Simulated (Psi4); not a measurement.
**HBr: frequency calculation (part 3 of 3)**

HBr; CAM-B3LYP/6-311G**, RKS, dispersion D3(BJ) (Psi4 1.11). The geometry was optimised with CAM-B3LYP/6-311G**.

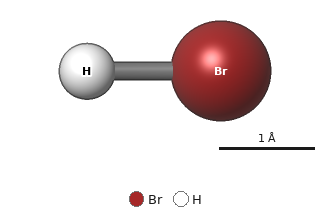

**Figure 1.** The structure as given in the input (ball-and-stick view, seen on its broad side).

### The program's output, continued
```
    Final Occupation by Irrep:
             Ap   App
    DOCC [    13,    5 ]
    NA   [    13,    5 ]
    NB   [    13,    5 ]

  @DF-RKS Final Energy: -2574.84719781918147

   => Energetics <=

    Nuclear Repulsion Energy =             13.0342769459879388
    One-Electron Energy =               -3608.6120079871870985
    Two-Electron Energy =                1092.4915475460049947
    DFT Exchange-Correlation Energy =     -71.7607364843266851
    Empirical Dispersion Energy =          -0.0002778396611033
    VV10 Nonlocal Energy =                  0.0000000000000000
    Total Energy =                      -2574.8471978191814742

Computation Completed

Properties will be evaluated at   0.000000,   0.000000,   0.000000 [a0]

Properties computed using the SCF density matrix

 Multipole Moments:

 ------------------------------------------------------------------------------------
     Multipole            Electronic (a.u.)      Nuclear  (a.u.)        Total (a.u.)
 ------------------------------------------------------------------------------------

 L = 1.  Multiply by 2.5417464519 to convert [e a0] to [Debye]
 Dipole X            :         -0.0019179            0.0027370            0.0008190
 Dipole Y            :          0.0000000            0.0000000            0.0000000
 Dipole Z            :         -1.0275025            1.4662922            0.4387897
 Magnitude           :                                                    0.4387905

 ------------------------------------------------------------------------------------

	total time  =          1 seconds =       0.02 minutes

         ------------------------------------------------------------
                                   SCF GRAD
         ------------------------------------------------------------

  ==> Geometry <==

    Molecular point group: cs
    Full point group: C_inf_v

    Geometry (in Bohr), charge = 0, multiplicity = 1:

       Center              X                  Y                   Z               Mass
    ------------   -----------------  -----------------  -----------------  -----------------
         BR          -0.000063201754     0.000000000000    -0.033859186695    78.918337600000
         H            0.004949050858     0.000000000000     2.651363719907     1.007825032230

  Nuclear repulsion =   13.034276945987939

   => Molecular Quadrature <=

    Radial Scheme          =       TREUTLER
    Pruning Scheme         =           NONE
    Nuclear Scheme         =       TREUTLER

    Blocking Scheme        =         OCTREE
    BS radius alpha        =              1
    Pruning alpha          =              1
    Radial Points          =             75
    Spherical Points       =            302
    Total Points           =          42447
    Total Blocks           =            376
    Max Points             =            253
    Max Functions          =             50
    Weights Tolerance      =       1.00E-15

  -Total Gradient:
     Atom            X                  Y                   Z
    ------   -----------------  -----------------  -----------------
       1       -0.000000135216     0.000000000000    -0.000072439908
       2        0.000000127131     0.000000000000     0.000068108264

	total time  =          0 seconds =       0.00 minutes

    Psi4 run time: 0:00:00.96

    -----------------------------------------------------------------------
                               Psi4 1.11 release

    h
    h
    h

    -----------------------------------------------------------------------

    Memory:     1.5 GiB
    Threads:    1
                ecpint, einsums, f̶o̶r̶t̶e̶, gauxc, gcp, g̶d̶m̶a̶, geometric, g̶p̶u̶_̶d̶f̶c̶c̶,
                i̶n̶t̶e̶g̶r̶a̶t̶o̶r̶x̶x̶, i̶p̶i̶, libefp, m̶d̶i̶, m̶p̶2̶d̶, m̶r̶c̶c̶, ooo,
                o̶p̶e̶n̶f̶e̶r̶m̶i̶o̶n̶p̶s̶i̶4̶, pcmsolver, p̶s̶i̶4̶f̶o̶c̶k̶c̶i̶, p̶s̶i̶x̶a̶s̶,
                p̶y̶e̶i̶n̶s̶u̶m̶s̶, r̶e̶s̶p̶, s̶i̶m̶i̶n̶t̶, s̶n̶s̶m̶p̶2̶,
                v̶2̶r̶d̶m̶_̶c̶a̶s̶s̶c̶f̶

gradient() will perform analytic gradient computation.

  ==> Geometry <==

    Molecular point group: cs
    Full point group: C_inf_v

    Geometry (in Bohr), charge = 0, multiplicity = 1:

       Center              X                  Y                   Z               Mass
    ------------   -----------------  -----------------  -----------------  -----------------
         BR           0.000000000000    -0.000063201754    -0.033859186695    78.918337600000
         H            0.000000000000     0.004949050858     2.651363719907     1.007825032230

  Running in cs symmetry.

  Rotational constants: A = ************  B =      8.38992  C =      8.38992 [cm^-1]
  Rotational constants: A = ************  B = 251523.53429  C = 251523.53429 [MHz]
  Nuclear repulsion =   13.034276945987939

  Charge       = 0
  Multiplicity = 1
  Electrons    = 36
  Nalpha       = 18
  Nbeta        = 18

   => Molecular Quadrature <=

    Radial Scheme          =       TREUTLER
    Pruning Scheme         =           NONE
    Nuclear Scheme         =       TREUTLER

    Blocking Scheme        =         OCTREE
    BS radius alpha        =              1
    Pruning alpha          =              1
    Radial Points          =             75
    Spherical Points       =            302
    Total Points           =          42447
    Total Blocks           =            374
    Max Points             =            255
    Max Functions          =             50
    Weights Tolerance      =       1.00E-15

  ==> Iterations <==

                           Total Energy        Delta E     RMS |[F,P]|

   @DF-RKS iter SAD: -2573.24471012726644   -2.57324e+03   0.00000e+00
   @DF-RKS iter   1: -2574.41120156007673   -1.16649e+00   5.53889e-02 ADIIS/DIIS
   @DF-RKS iter   2: -2574.42619543486535   -1.49939e-02   5.58698e-02 ADIIS/DIIS
   @DF-RKS iter   3: -2574.84712310717214   -4.20928e-01   6.95091e-04 ADIIS/DIIS
   @DF-RKS iter   4: -2574.84719414677329   -7.10396e-05   6.49186e-05 DIIS
   @DF-RKS iter   5: -2574.84719726741423   -3.12064e-06   2.78976e-05 DIIS
   @DF-RKS iter   6: -2574.84719781588001   -5.48466e-07   2.37462e-06 DIIS
   @DF-RKS iter   7: -2574.84719782238972   -6.50971e-09   9.69617e-07 DIIS
   @DF-RKS iter   8: -2574.84719782303182   -6.42103e-10   7.58233e-08 DIIS
   @DF-RKS iter   9: -2574.84719782303455   -2.72848e-12   2.76120e-09 DIIS
  Energy and wave function converged.

  ==> Post-Iterations <==

   Electrons on quadrature grid:
      Ntotal   =   36.0000005355 ; deviation = 5.355e-07

    Orbital Energies [Eh]
    ---------------------

    Doubly Occupied:

       1Ap  -482.901814     2Ap   -62.551465     3Ap   -56.373443
       4Ap   -56.369621     1App  -56.369621     5Ap    -8.772868
       6Ap    -6.605978     7Ap    -6.592933     2App   -6.592933
       8Ap    -2.719082     3App   -2.714935     9Ap    -2.714935
       4App   -2.704726    10Ap    -2.704726    11Ap    -0.879628
      12Ap    -0.511050     5App   -0.370729    13Ap    -0.370729

    Virtual:

      14Ap     0.027303    15Ap     0.222378    16Ap     0.334912
       6App    0.334912    17Ap     0.339603    18Ap     0.537116
       7App    0.620281    19Ap     0.620281     8App    0.683240
      20Ap     0.683240    21Ap     0.895820     9App    1.475434
      22Ap     1.475434    23Ap     1.930999    24Ap     1.942360
      10App    1.942360    25Ap     2.012934    26Ap     2.411434
      11App    4.199005    27Ap     4.199005    28Ap     4.235366
      12App    4.235366    29Ap     4.381557    30Ap     6.554217
      31Ap     7.514460    13App    7.514460    32Ap     7.555855
      33Ap    47.840074    34Ap   289.659699    14App  289.659699
      35Ap   289.722944    36Ap  1020.406933

    Final Occupation by Irrep:
             Ap   App
    DOCC [    13,    5 ]
    NA   [    13,    5 ]
    NB   [    13,    5 ]

  @DF-RKS Final Energy: -2574.84719782303455

   => Energetics <=

    Nuclear Repulsion Energy =             13.0342769459879388
    One-Electron Energy =               -3608.6120079878319302
    Two-Electron Energy =                1092.4915475428276750
    DFT Exchange-Correlation Energy =     -71.7607364843576505
    Empirical Dispersion Energy =          -0.0002778396611033
    VV10 Nonlocal Energy =                  0.0000000000000000
    Total Energy =                      -2574.8471978230350032

Computation Completed

Properties will be evaluated at   0.000000,   0.000000,   0.000000 [a0]

Properties computed using the SCF density matrix

 Multipole Moments:

 ------------------------------------------------------------------------------------
     Multipole            Electronic (a.u.)      Nuclear  (a.u.)        Total (a.u.)
 ------------------------------------------------------------------------------------

 L = 1.  Multiply by 2.5417464519 to convert [e a0] to [Debye]
 Dipole X            :          0.0000000            0.0000000            0.0000000
 Dipole Y            :         -0.0019179            0.0027370            0.0008190
 Dipole Z            :         -1.0275025            1.4662922            0.4387897
 Magnitude           :                                                    0.4387905

 ------------------------------------------------------------------------------------

	total time  =          1 seconds =       0.02 minutes

         ------------------------------------------------------------
                                   SCF GRAD
         ------------------------------------------------------------

  ==> Geometry <==

    Molecular point group: cs
    Full point group: C_inf_v

    Geometry (in Bohr), charge = 0, multiplicity = 1:

       Center              X                  Y                   Z               Mass
    ------------   -----------------  -----------------  -----------------  -----------------
         BR           0.000000000000    -0.000063201754    -0.033859186695    78.918337600000
         H            0.000000000000     0.004949050858     2.651363719907     1.007825032230

  Nuclear repulsion =   13.034276945987939

   => Molecular Quadrature <=

    Radial Scheme          =       TREUTLER
    Pruning Scheme         =           NONE
    Nuclear Scheme         =       TREUTLER

    Blocking Scheme        =         OCTREE
    BS radius alpha        =              1
    Pruning alpha          =              1
    Radial Points          =             75
    Spherical Points       =            302
    Total Points           =          42447
    Total Blocks           =            374
    Max Points             =            255
    Max Functions          =             50
    Weights Tolerance      =       1.00E-15

  -Total Gradient:
     Atom            X                  Y                   Z
    ------   -----------------  -----------------  -----------------
       1        0.000000000000    -0.000000135258    -0.000072461041
       2        0.000000000000     0.000000127171     0.000068129397

	total time  =          0 seconds =       0.00 minutes

    Psi4 run time: 0:00:00.96

  //>>>>>>>>>>>>>>>>>>>>>>>>>>>>>>>>>>>//
  //      FiniteDifference Results     //
  //<<<<<<<<<<<<<<<<<<<<<<<<<<<<<<<<<<<//

  Computing second-derivative from gradients using projected,
  symmetry-adapted, cartesian coordinates.

  5 gradients passed in, including the reference geometry.
  Generating complete list of displacements from unique ones.

    Operation 2 takes plus displacements of irrep B1 to minus ones.
    Operation 2 takes plus displacements of irrep B2 to minus ones.

-------------------------------------------------------------

  ==> Harmonic Vibrational Analysis <==

  non-mass-weighted Hessian:       Symmetric? True   Hermitian? True   Lin Dep Dim?  3 (0)
  projection of translations (True) and rotations (True) removed 5 degrees of freedom (5)
  total projector:                 Symmetric? True   Hermitian? True   Lin Dep Dim?  5 (5)
  mass-weighted Hessian:           Symmetric? True   Hermitian? True   Lin Dep Dim?  3 (0)
  pre-proj  low-frequency mode:    0.0000i [cm^-1]
  pre-proj  low-frequency mode:    0.0000  [cm^-1]
  pre-proj  low-frequency mode:    0.0000  [cm^-1]
  pre-proj  low-frequency mode:   25.9627  [cm^-1]
  pre-proj  low-frequency mode:   25.9668  [cm^-1]
  pre-proj  all modes:['0.0000i' '0.0000' '0.0000' '25.9627' '25.9668' '2659.3227']
  projected mass-weighted Hessian: Symmetric? True   Hermitian? True   Lin Dep Dim?  5 (5)
  post-proj low-frequency mode:    0.0000i [cm^-1] (TR)
  post-proj low-frequency mode:    0.0000i [cm^-1] (TR)
  post-proj low-frequency mode:    0.0000i [cm^-1] (TR)
  post-proj low-frequency mode:    0.0000  [cm^-1] (TR)
  post-proj low-frequency mode:    0.0000  [cm^-1] (TR)
  post-proj  all modes:['0.0000i' '0.0000i' '0.0000i' '0.0000' '0.0000' '2659.3227']

  Vibration                       6
  Freq [cm^-1]                2659.3227
  Irrep                           A1
  Reduced mass [u]              1.0205
  Force const [mDyne/A]         4.2522
  Turning point v=0 [a0]        0.2106
  RMS dev v=0 [a0 u^1/2]        0.1505
  IR activ [km/mol]             7.6963
  Char temp [K]               3826.1732
  ----------------------------------------------------------------------------------
      1   BR              -0.00 -0.00 -0.01
      2   H               -0.00 -0.00  1.00

  ==> Thermochemistry Components <==

  Entropy, S
    Electronic S                             0.000 [cal/(mol K)]        0.000 [J/(mol K)]       0.00000000 [mEh/K] (multiplicity = 1)
    Translational S                         39.050 [cal/(mol K)]      163.386 [J/(mol K)]       0.06223028 [mEh/K] (mol. weight = 79.9262 [u], P = 101325.00 [Pa])
    Rotational S                             8.360 [cal/(mol K)]       34.977 [J/(mol K)]       0.01332204 [mEh/K] (symmetry no. = 1)
    Vibrational S                            0.000 [cal/(mol K)]        0.000 [J/(mol K)]       0.00000012 [mEh/K]
  Total S                                   47.410 [cal/(mol K)]      198.363 [J/(mol K)]       0.07555244 [mEh/K]
  Correction S                               0.000 [cal/(mol K)]        0.000 [J/(mol K)]       0.00000000 [mEh/K]

  Constant volume heat capacity, Cv
    Electronic Cv                            0.000 [cal/(mol K)]        0.000 [J/(mol K)]       0.00000000 [mEh/K]
    Translational Cv                         2.981 [cal/(mol K)]       12.472 [J/(mol K)]       0.00475022 [mEh/K]
    Rotational Cv                            1.987 [cal/(mol K)]        8.314 [J/(mol K)]       0.00316681 [mEh/K]
    Vibrational Cv                           0.001 [cal/(mol K)]        0.004 [J/(mol K)]       0.00000139 [mEh/K]
  Total Cv                                   4.969 [cal/(mol K)]       20.790 [J/(mol K)]       0.00791842 [mEh/K]
  Correction Cv                              0.000 [cal/(mol K)]        0.000 [J/(mol K)]       0.00000000 [mEh/K]

  Constant pressure heat capacity, Cp
    Electronic Cp                            0.000 [cal/(mol K)]        0.000 [J/(mol K)]       0.00000000 [mEh/K]
    Translational Cp                         4.968 [cal/(mol K)]       20.786 [J/(mol K)]       0.00791703 [mEh/K]
    Rotational Cp                            1.987 [cal/(mol K)]        8.314 [J/(mol K)]       0.00316681 [mEh/K]
    Vibrational Cp                           0.001 [cal/(mol K)]        0.004 [J/(mol K)]       0.00000139 [mEh/K]
  Total Cp                                   6.956 [cal/(mol K)]       29.104 [J/(mol K)]       0.01108523 [mEh/K]
  Correction Cp                              0.000 [cal/(mol K)]        0.000 [J/(mol K)]       0.00000000 [mEh/K]

  ==> Thermochemistry Energy Analysis <==

  Raw electronic energy, E_e
  Total E_e, Electronic energy at well bottom                                         -2574.84719782 [Eh]

  Zero-point vibrational energy, ZPVE = Sum_i omega_i / 2,  E_0 = E_e + ZPVE
    Vibrational ZPVE                         3.802 [kcal/mol]       15.906 [kJ/mol]       0.00605838 [Eh]        1329.661 [cm^-1]
  Correction ZPVE to E_e                     3.802 [kcal/mol]       15.906 [kJ/mol]       0.00605838 [Eh]        1329.661 [cm^-1]
  Total E_0, Enthalpy at 0 [K]                                                        -2574.84113944 [Eh]
  *** Absolute enthalpy, not an enthalpy of formation ***

  Thermal (internal) energy, E (includes ZPVE and finite-temperature corrections)
    Electronic contrib to E beyond E_e       0.000 [kcal/mol]        0.000 [kJ/mol]       0.00000000 [Eh]
    Translational contrib to E               0.889 [kcal/mol]        3.718 [kJ/mol]       0.00141628 [Eh]
    Rotational contrib to E                  0.592 [kcal/mol]        2.479 [kJ/mol]       0.00094418 [Eh]
    Vibrational contrib to E                 3.802 [kcal/mol]       15.906 [kJ/mol]       0.00605842 [Eh]
  Correction E                               5.283 [kcal/mol]       22.104 [kJ/mol]       0.00841888 [Eh]
  Total E, Thermal (internal) energy at  298.15 [K]                                   -2574.83877894 [Eh]

  Enthalpy, H_trans = E_trans + k_B * T = E_trans + P * V
    Electronic contrib to H beyond E_e       0.000 [kcal/mol]        0.000 [kJ/mol]       0.00000000 [Eh]
    Translational contrib to H               1.481 [kcal/mol]        6.197 [kJ/mol]       0.00236046 [Eh]
    Rotational contrib to H                  0.592 [kcal/mol]        2.479 [kJ/mol]       0.00094418 [Eh]
    Vibrational contrib to H                 3.802 [kcal/mol]       15.906 [kJ/mol]       0.00605842 [Eh]
  Correction H                               5.875 [kcal/mol]       24.583 [kJ/mol]       0.00936306 [Eh]
  Total H, Enthalpy at  298.15 [K]                                                    -2574.83783476 [Eh]
  *** Absolute enthalpy, not an enthalpy of formation ***

  Gibbs free energy, G = H - T * S
    Electronic contrib to G beyond E_e       0.000 [kcal/mol]        0.000 [kJ/mol]       0.00000000 [Eh]
    Translational contrib to G             -10.162 [kcal/mol]      -42.516 [kJ/mol]      -0.01619350 [Eh]
    Rotational contrib to G                 -1.900 [kcal/mol]       -7.949 [kJ/mol]      -0.00302778 [Eh]
    Vibrational contrib to G                 3.802 [kcal/mol]       15.906 [kJ/mol]       0.00605838 [Eh]
  Correction G                              -8.260 [kcal/mol]      -34.559 [kJ/mol]      -0.01316290 [Eh]
  Total G, Gibbs energy at  298.15 [K]                                                -2574.86036072 [Eh]
  *** Absolute Gibbs energy, not a free energy of formation ***

    Psi4 run time: 0:00:06.49

[set-up sections that repeat, and orbital energies of the middle runs, are left out above]
```

The run was set up as follows.

### The input (calc.dat)
```
memory 1600 mb

molecule m {
  Br    -0.602389     0.286006    -0.353457
  H      0.569711    -0.191909     0.292223
  units angstrom
}

set {
  basis 6-311G**
  reference rks
  t 298.15
  rotational_symmetry_number 1
  df_basis_scf def2-universal-jkfit
}

result, w = frequency("cam-b3lyp-d3bj", return_wfn=True)
```

Command:
```bash
psi4 -i calc.dat -o calc.out -n 1
```

### Summary

```json
{"quantity": "outcome", "value": "converged"}
{"quantity": "total energy", "value": "−2574.847198 hartree"}
{"quantity": "dispersion energy", "value": "−0.000278 hartree"}
{"quantity": "basis functions", "value": "50"}
{"quantity": "zero-point energy", "value": "0.006058 hartree"}
{"quantity": "dipole moment", "value": "1.12 D"}
{"quantity": "wavenumbers, lowest and highest", "value": "2659 cm⁻¹"}
{"quantity": "hardware", "value": "1 thread of AMD EPYC (Zen 5), 16 GiB of memory available, shared host"}
{"quantity": "wall time", "value": "7.2 s"}
{"quantity": "peak memory", "value": "0.34 GiB"}
```
